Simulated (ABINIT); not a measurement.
# RbCaH3 (Pm-3m): G0W0 with ABINIT, start to end

Wanted: ground state, empty states, screening and self-energy for RbCaH3 (Pm-3m).

Program: ABINIT 10.8.3. Level of theory: LDA and many-body steps on it, plane waves. Results are calculated unless marked as measured.

## (1) Starting point

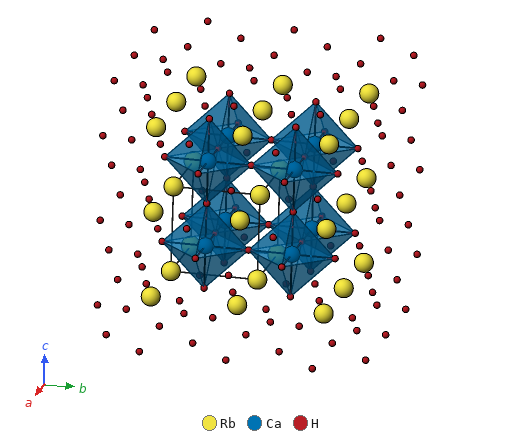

The cell as given, slightly off an axis (rubidium yellow, calcium blue, hydrogen red). 2×2×2 cells are drawn. Some periodic images of atoms are drawn too.

The cell and positions come from the Crystallography Open Database and are kept as given unless a step says otherwise.

## (2) Ground state

This step: ABINIT 10.8.3; DFT, LDA, plane waves, norm-conserving pseudopotentials.

The ground-state density comes first.

File run.abi:

```
acell 3*1.0 Angstrom
rprim 
  4.547000000000 0.000000000000 0.000000000000
  0.000000000000 4.547000000000 0.000000000000
  0.000000000000 0.000000000000 4.547000000000
ntypat 3
znucl 37 20 1
natom 5
typat 1 2 3 3 3
xred 
  0.000000000000 0.000000000000 0.000000000000
  0.500000000000 0.500000000000 0.500000000000
  0.000000000000 0.500000000000 0.500000000000
  0.500000000000 0.000000000000 0.500000000000
  0.500000000000 0.500000000000 0.000000000000
pp_dirpath "pseudos"
pseudos "Rb.upf, Ca.upf, H.upf"
ecut 31
ngkpt 4 4 4
nshiftk 1
shiftk 0 0 0
kptopt 1
chksymbreak 0
nband 17
occopt 1
tolvrs 1e-10
nstep 60
prtwf 0
optforces 0
optstress 0
indata_prefix "in"
outdata_prefix "out"
tmpdata_prefix "tmp"
```

Launch:

```console
> OMP_NUM_THREADS=1 mpirun -n 4 abinit run.abi > log
```

Numbers of over 12 decimals in the logs are rounded to 6 here.

What it wrote:

```text
.Version 10.8.3 of ABINIT. v10.8.2 released Aug 2026.

 Symmetries : space group Pm -3 m (#221); Bravais cP (primitive cubic)
================================================================================
 Values of the parameters that define the memory need of the present run
     intxc =       0    ionmov =       0      iscf =       7    lmnmax =       6
     lnmax =       6     mgfft =      45  mpssoang =       3    mqgrid =    3001
     natom =       5  nloc_mem =       1    nspden =       1   nspinor =       1
    nsppol =       1      nsym =      48    n1xccc =    2501    ntypat =       3
    occopt =       1   xclevel =       1
-    mband =          17        mffmem =           1         mkmem =           3
       mpw =        5244          nfft =       91125          nkpt =          10
================================================================================
  Rough estimation (10% accuracy) of disk space for files :
================================================================================

--------------------------------------------------------------------------------
------------- Echo of variables that govern the present computation ------------
--------------------------------------------------------------------------------
 -outvars: echo values of preprocessed input variables --------
            acell      1.8897261259E+00  1.8897261259E+00  1.8897261259E+00 Bohr

      chksymbreak           0
             ecut      3.10000000E+01 Hartree
-          fftalg         312

              ixc       -1012
              kpt      0.00000000E+00  0.00000000E+00  0.00000000E+00
                       2.50000000E-01  0.00000000E+00  0.00000000E+00
                       5.00000000E-01  0.00000000E+00  0.00000000E+00
                       2.50000000E-01  2.50000000E-01  0.00000000E+00
                       5.00000000E-01  2.50000000E-01  0.00000000E+00
                       5.00000000E-01  5.00000000E-01  0.00000000E+00
                       2.50000000E-01  2.50000000E-01  2.50000000E-01
                       5.00000000E-01  2.50000000E-01  2.50000000E-01
                       5.00000000E-01  5.00000000E-01  2.50000000E-01
                       5.00000000E-01  5.00000000E-01  5.00000000E-01
         kptrlatt        4    0    0      0    4    0      0    0    4
          kptrlen      3.43703388E+01
P           mkmem           3
            natom           5
            nband          17
            ngfft          45      45      45
             nkpt          10
            nstep          60
             nsym          48
           ntypat           3
              occ      2.000000  2.000000  2.000000  2.000000  2.000000  2.000000
                       2.000000  2.000000  2.000000  2.000000  2.000000  0.000000
                       0.000000  0.000000  0.000000  0.000000  0.000000
        optforces           0
        optstress           0
            prtwf           0
            rprim      4.5470000000E+00  0.0000000000E+00  0.0000000000E+00
                       0.0000000000E+00  4.5470000000E+00  0.0000000000E+00
[...]
spgroup         221

           tolvrs      1.00000000E-10

             xred      0.0000000000E+00  0.0000000000E+00  0.0000000000E+00
[...]
znucl       37.00000   20.00000    1.00000

================================================================================

 chkinp: Checking input parameters for consistency.

================================================================================
== DATASET  1 ==================================================================
-   mpi_nproc: 4, omp_nthreads: 1 (-1 if OMP is not activated)

--- !DatasetInfo
iteration_state: {dtset: 1, }
dimensions: {natom: 5, nkpt: 10, mband: 17, nsppol: 1, nspinor: 1, nspden: 1, mpw: 5244, }
cutoff_energies: {ecut:  31.0, pawecutdg:  -1.0, }
electrons: {nelect:   2.20000000E+01, charge:   0.00000000E+00, occopt:   1.00000000E+00, tsmear:   1.00000000E-02, }

 Real(R)+Recip(G) space primitive vectors, cartesian coordinates (Bohr,Bohr^-1):
 R(1)=  8.5925847  0.0000000  0.0000000  G(1)=  0.1163794  0.0000000  0.0000000
 R(2)=  0.0000000  8.5925847  0.0000000  G(2)=  0.0000000  0.1163794  0.0000000
 R(3)=  0.0000000  0.0000000  8.5925847  G(3)=  0.0000000  0.0000000  0.1163794
 Unit cell volume ucvol=  6.3441211E+02 bohr^3
 Angles (23,13,12)=  9.00000000E+01  9.00000000E+01  9.00000000E+01 degrees

 getcut: wavevector=  0.0000  0.0000  0.0000  ngfft=  45  45  45
         ecut(hartree)=     31.000   => boxcut(ratio)=   2.04307

--- Pseudopotential description ------------------------------------------------
- Rb Generated using ONCVPSP code by D. R. Hamann
- 37.00000   9.00000  180309                  znucl, zion, pspdat
12 -1012 2 -1 2226                            pspcod,pspxc,lmax,lloc,mmax
     nproj     2     2     2
  pspatm : epsatm=   34.43095479
         --- l  ekb(1:nproj) -->
[...]
pspatm: atomic psp has been read  and splines computed

- Ca Generated using ONCVPSP code by D. R. Hamann
- 20.00000  10.00000  180309                  znucl, zion, pspdat
12 -1012 2 -1 1724                            pspcod,pspxc,lmax,lloc,mmax
     nproj     2     2     2
  pspatm : epsatm=   12.51424511
         --- l  ekb(1:nproj) -->
[...]
pspatm: atomic psp has been read  and splines computed

- H Generated using ONCVPSP code by D. R. Hamann
-  1.00000   1.00000  180309                  znucl, zion, pspdat
12 -1012 1 -1 1180                            pspcod,pspxc,lmax,lloc,mmax
     nproj     2     1     0
  pspatm : epsatm=    0.35439867
         --- l  ekb(1:nproj) -->
[...]
1   -0.275071
 pspatm: atomic psp has been read  and splines computed

   1.05618471E+03                                ecore*ucvol(ha*bohr**3)
--------------------------------------------------------------------------------

_setup2: Arith. and geom. avg. npw (full set) are    5232.297    5232.279

================================================================================

--- !BeginCycle
iteration_state: {dtset: 1, }
solver: {iscf: 7, nstep: 60, nline: 4, wfoptalg: 0, }
tolerances: {tolvrs: 1.00E-10, }

     iter   Etot(hartree)      deltaE(h)  residm     vres2
 ETOT  1  -67.507487728033    -6.751E+01 5.297E-02 2.520E+02
 ETOT  2  -67.577565480936    -7.008E-02 1.995E-02 2.932E+01
 ETOT  3  -67.579504985599    -1.940E-03 6.594E-02 6.108E+00
 ETOT  4  -67.579807081556    -3.021E-04 1.327E-03 1.256E-01
 ETOT  5  -67.579818444908    -1.136E-05 2.720E-04 2.940E-03
 ETOT  6  -67.579818808998    -3.641E-07 3.859E-04 1.409E-04
 ETOT  7  -67.579818825316    -1.632E-08 1.179E-04 1.209E-06
 ETOT  8  -67.579818825475    -1.588E-10 1.671E-04 1.747E-08
 ETOT  9  -67.579818825479    -3.709E-12 1.229E-04 3.715E-10
 ETOT 10  -67.579818825482    -3.098E-12 1.836E-04 1.571E-11

 At SCF step   10       vres2   =  1.57E-11 < tolvrs=  1.00E-10 =>converged.

--- !ResultsGS
iteration_state: {dtset: 1, }
comment   : Summary of ground state results
lattice_vectors:
- [  8.5925847,   0.0000000,   0.0000000, ]
- [  0.0000000,   8.5925847,   0.0000000, ]
- [  0.0000000,   0.0000000,   8.5925847, ]
lattice_lengths: [   8.59258,    8.59258,    8.59258, ]
lattice_angles: [ 90.000,  90.000,  90.000, ] # degrees, (23, 13, 12)
lattice_volume:   6.3441211E+02
convergence: {deltae: -3.098E-12, res2:  1.571E-11, residm:  1.836E-04, diffor:  0.000E+00, }
etotal    :  -6.75798188E+01
entropy   :   0.00000000E+00
fermie    :  -6.52540829E-03
cartesian_stress_tensor: null
pressure_GPa: null
xred      :
- [  0.0000E+00,   0.0000E+00,   0.0000E+00, Rb]
- [  5.0000E-01,   5.0000E-01,   5.0000E-01, Ca]
- [  0.0000E+00,   5.0000E-01,   5.0000E-01,  H]
- [  5.0000E-01,   0.0000E+00,   5.0000E-01,  H]
- [  5.0000E-01,   5.0000E-01,   0.0000E+00,  H]
cartesian_forces: null
force_length_stats: {min: null, max: null, mean: null, }

 Integrated electronic density in atomic spheres:
 ------------------------------------------------
 Atom  Sphere_radius  Integrated_density
[...]
================================================================================

 ----iterations are completed or convergence reached----

 Mean square residual over all n,k,spin=   20.241E-07; max=  18.358E-05
 reduced coordinates (array xred) for    5 atoms
       0.000000000000      0.000000000000      0.000000000000
       0.500000000000      0.500000000000      0.500000000000
       0.000000000000      0.500000000000      0.500000000000
       0.500000000000      0.000000000000      0.500000000000
       0.500000000000      0.500000000000      0.000000000000
 rms dE/dt=  0.0000E+00; max dE/dt=  0.0000E+00; dE/dt below (all hartree)
    1       0.000000000000      0.000000000000      0.000000000000
    2       0.000000000000      0.000000000000      0.000000000000
    3       0.000000000000      0.000000000000      0.000000000000
    4       0.000000000000      0.000000000000      0.000000000000
    5       0.000000000000      0.000000000000      0.000000000000

 cartesian coordinates (angstrom) at end:
    1      0.000000     0.000000     0.000000
    2      2.273500     2.273500     2.273500
    3      0.000000     2.273500     2.273500
    4      2.273500     0.000000     2.273500
    5      2.273500     2.273500     0.000000
 length scales=  1.889726125908  1.889726125908  1.889726125908 bohr
              =  1.000000000000  1.000000000000  1.000000000000 angstroms
 prteigrs : about to open file out_EIG
 Fermi (or HOMO) energy (hartree) =  -0.00653   Average Vxc (hartree)=  -0.30501
 Eigenvalues (hartree) for nkpt=  10  k points:
 kpt#   1, nband= 17, wtk=  0.01563, kpt=  0.0000  0.0000  0.0000 (reduced coord)
  -1.41121   -0.93480   -0.72233   -0.72233   -0.72233   -0.34883   -0.34883   -0.34883
  -0.10962   -0.01995   -0.01995    0.21017    0.21017    0.21017    0.25867    0.25870
   0.26149
 prteigrs : prtvol=0 or 1, do not print more k-points.

--- !EnergyTerms
iteration_state     : {dtset: 1, }
comment             : Components of total free energy in Hartree
kinetic             :  2.20551731399626E+01
hartree             :  1.49536679153443E+01
xc                  : -1.52821203974081E+01
Ewald energy        : -4.11470160702013E+01
psp_core            :  1.66482431963364E+00
local_psp           : -5.15301489593946E+01
non_local_psp       :  1.70580122658158E+00
total_energy        : -6.75798188254818E+01
total_energy_eV     : -1.83894055249360E+03
band_energy         : -1.13147495156412E+01

== END DATASET(S) ==============================================================
================================================================================

 -outvars: echo values of variables after computation  --------
           etotal     -6.7579818825E+01
            nband          17
             nkpt          10
          spgroup         221
 [... the other variables as echoed above ...]

 Calculation completed.
```

The job ended after 13 s (4 MPI ranks of Arm Neoverse V1, shared host; peak memory 0.32 GiB; 50 s of CPU time).

This step gave:

```
total energy               : -1838.9406 eV
gap                        : 2.932 eV
k of the valence top       : 0.5, 0.5, 0
k of the conduction bottom : 0.5, 0.5, 0
least direct gap           : 2.932 eV
```

The gap is direct, at (0.500, 0.500, 0.000).

## (3) Empty states on the mesh, 2×2×2 mesh, 53 bands

The sums over transitions need many empty states on a uniform mesh; this step solves for them.

run.abi: that of step 2 with these lines changed.

```diff
@@ -18,3 +18,3 @@
 ecut 31
-ngkpt 4 4 4
+ngkpt 2 2 2
 nshiftk 1
@@ -23,9 +23,10 @@
 chksymbreak 0
-nband 17
-occopt 1
-tolvrs 1e-10
+iscf -2
+irdden 1
+istwfk *1
+nband 53
+nbdbuf 4
+tolwfr 1e-09
 nstep 60
-prtwf 0
-optforces 0
-optstress 0
+prtvol 0
 indata_prefix "in"
```

What it wrote:

```text
.Version 10.8.3 of ABINIT. v10.8.2 released Aug 2026.

 Symmetries : space group Pm -3 m (#221); Bravais cP (primitive cubic)
[... echo of the input left out ...]
== DATASET  1 ==================================================================
-   mpi_nproc: 4, omp_nthreads: 1 (-1 if OMP is not activated)

--- !DatasetInfo
iteration_state: {dtset: 1, }
dimensions: {natom: 5, nkpt: 4, mband: 53, nsppol: 1, nspinor: 1, nspden: 1, mpw: 5248, }
cutoff_energies: {ecut:  31.0, pawecutdg:  -1.0, }
electrons: {nelect:   2.20000000E+01, charge:   0.00000000E+00, occopt:   1.00000000E+00, tsmear:   1.00000000E-02, }

 Real(R)+Recip(G) space primitive vectors, cartesian coordinates (Bohr,Bohr^-1):
 R(1)=  8.5925847  0.0000000  0.0000000  G(1)=  0.1163794  0.0000000  0.0000000
 R(2)=  0.0000000  8.5925847  0.0000000  G(2)=  0.0000000  0.1163794  0.0000000
 R(3)=  0.0000000  0.0000000  8.5925847  G(3)=  0.0000000  0.0000000  0.1163794
 Unit cell volume ucvol=  6.3441211E+02 bohr^3
 Angles (23,13,12)=  9.00000000E+01  9.00000000E+01  9.00000000E+01 degrees

 getcut: wavevector=  0.0000  0.0000  0.0000  ngfft=  45  45  45
         ecut(hartree)=     31.000   => boxcut(ratio)=   2.04307

--- Pseudopotential description ------------------------------------------------
- Rb Generated using ONCVPSP code by D. R. Hamann
- 37.00000   9.00000  180309                  znucl, zion, pspdat
12 -1012 2 -1 2226                            pspcod,pspxc,lmax,lloc,mmax
     nproj     2     2     2
  pspatm : epsatm=   34.43095479
         --- l  ekb(1:nproj) -->
             0    9.016699   -0.508289
             1    3.217695   -0.387021
             2    1.152608   -1.054299
 pspatm: atomic psp has been read  and splines computed

- Ca Generated using ONCVPSP code by D. R. Hamann
- 20.00000  10.00000  180309                  znucl, zion, pspdat
12 -1012 2 -1 1724                            pspcod,pspxc,lmax,lloc,mmax
     nproj     2     2     2
  pspatm : epsatm=   12.51424511
         --- l  ekb(1:nproj) -->
[...]
pspatm: atomic psp has been read  and splines computed

- H Generated using ONCVPSP code by D. R. Hamann
-  1.00000   1.00000  180309                  znucl, zion, pspdat
12 -1012 1 -1 1180                            pspcod,pspxc,lmax,lloc,mmax
     nproj     2     1     0
  pspatm : epsatm=    0.35439867
         --- l  ekb(1:nproj) -->
[...]
1   -0.275071
 pspatm: atomic psp has been read  and splines computed

--------------------------------------------------------------------------------

================================================================================
 prteigrs : about to open file out_EIG
 Non-SCF case, kpt    1 (  0.00000  0.00000  0.00000), residuals and eigenvalues=
  4.07E-10  3.09E-10  1.15E-10  3.01E-10  6.98E-10  1.49E-10  2.98E-10  4.39E-10
  2.34E-10  3.69E-10  5.30E-10  9.83E-11  3.27E-10  8.89E-10  2.52E-10  4.71E-10
  7.97E-10  3.07E-10  8.04E-10  6.96E-10  1.28E-10  8.07E-10  1.90E-10  2.92E-10
[...]
7.40E-10  7.95E-09  8.49E-08  3.38E-07  8.78E-06
 -1.4112E+00 -9.3480E-01 -7.2233E-01 -7.2233E-01 -7.2233E-01 -3.4883E-01
 -3.4883E-01 -3.4883E-01 -1.0962E-01 -1.9952E-02 -1.9952E-02  2.1017E-01
  2.1017E-01  2.1017E-01  2.5867E-01  2.5867E-01  2.5867E-01  2.6152E-01
[...]
7.3285E-01  7.3285E-01  8.0697E-01  8.0697E-01  8.0697E-01  9.4472E-01
  9.5704E-01  9.5704E-01  9.5704E-01  9.8665E-01  9.8665E-01  9.8665E-01
  1.0292E+00  1.0292E+00  1.0741E+00  1.0741E+00  1.0741E+00
 prteigrs : prtvol=0 or 1, do not print more k-points.

--- !ResultsGS
iteration_state: {dtset: 1, }
comment   : Summary of ground state results
lattice_vectors:
- [  8.5925847,   0.0000000,   0.0000000, ]
- [  0.0000000,   8.5925847,   0.0000000, ]
- [  0.0000000,   0.0000000,   8.5925847, ]
lattice_lengths: [   8.59258,    8.59258,    8.59258, ]
lattice_angles: [ 90.000,  90.000,  90.000, ] # degrees, (23, 13, 12)
lattice_volume:   6.3441211E+02
convergence: {deltae:  0.000E+00, res2:  0.000E+00, residm:  9.783E-10, diffor:  0.000E+00, }
etotal    :  -6.75798188E+01
entropy   :   0.00000000E+00
fermie    :  -6.52540829E-03
cartesian_stress_tensor: null
pressure_GPa: null
xred      :
- [  0.0000E+00,   0.0000E+00,   0.0000E+00, Rb]
- [  5.0000E-01,   5.0000E-01,   5.0000E-01, Ca]
- [  0.0000E+00,   5.0000E-01,   5.0000E-01,  H]
- [  5.0000E-01,   0.0000E+00,   5.0000E-01,  H]
- [  5.0000E-01,   5.0000E-01,   0.0000E+00,  H]
cartesian_forces: null
force_length_stats: {min: null, max: null, mean: null, }

 Integrated electronic density in atomic spheres:
 ------------------------------------------------
 Atom  Sphere_radius  Integrated_density
[...]
================================================================================

 ----iterations are completed or convergence reached----

 Mean square residual over all n,k,spin=   46.735E-11; max=  97.830E-11
 reduced coordinates (array xred) for    5 atoms
[...]
0.500000000000      0.000000000000      0.500000000000
       0.500000000000      0.500000000000      0.000000000000

 cartesian coordinates (angstrom) at end:
    1      0.000000     0.000000     0.000000
    2      2.273500     2.273500     2.273500
    3      0.000000     2.273500     2.273500
    4      2.273500     0.000000     2.273500
    5      2.273500     2.273500     0.000000
 length scales=  1.889726125908  1.889726125908  1.889726125908 bohr
              =  1.000000000000  1.000000000000  1.000000000000 angstroms
 prteigrs : about to open file out_EIG
 Eigenvalues (hartree) for nkpt=   4  k points:
 kpt#   1, nband= 53, wtk=  0.12500, kpt=  0.0000  0.0000  0.0000 (reduced coord)
[...]
0.65996    0.69024    0.69024    0.73285    0.73285    0.73285    0.80697    0.80697
   0.80697    0.94472    0.95704    0.95704    0.95704    0.98665    0.98665    0.98665
   1.02917    1.02917    1.07407    1.07407    1.07408
 prteigrs : prtvol=0 or 1, do not print more k-points.

== END DATASET(S) ==============================================================
================================================================================

 -outvars: echo values of variables after computation  --------
            nband          53
             nkpt           4
          spgroup         221
 [... the other variables as echoed above ...]

 Calculation completed.
```

Wall time 11 s (4 MPI ranks); peak memory 0.29 GiB.

This step gave:

| Quantity | Value |
| --- | --- |
| gap | 2.932 eV |
| k of the valence top | 0.5, 0.5, 0 |
| k of the conduction bottom | 0.5, 0.5, 0 |
| least direct gap | 2.932 eV |
| k points computed | 4 |
| lowest point of the top converged band, above the valence top | 25.89 eV |

On this mesh the gap is 2.932 eV.

(Part 1 of 2 ends here.)

[Paths, hosts, dates, memory and timing lines, banners, echoed tables and standing remarks are left out of the program output.]

[Logs are printed without paths, hosts, clocks, repeated set-up lines and the standing remarks that a program may print on its own settings, such as how far it seeks lower states.]

[Runs of the session that timed out or met a known fault of the program may be left out.]

[Hosts, paths, dates, database ids (printed as entryN), source tags and the programs' standing remarks are cut or masked in the printed files.]

[G0W0 gaps are taken among the corrected bands and points alone; a level outside them can change the order at an edge.]

[Where Ansatz stands beside ABINIT at settings called matched, ABINIT's density can come from a denser mesh and the files from another edition; pairs whose starting gaps differed by over 0.03 eV were left out, so agreement reads better than it is.]
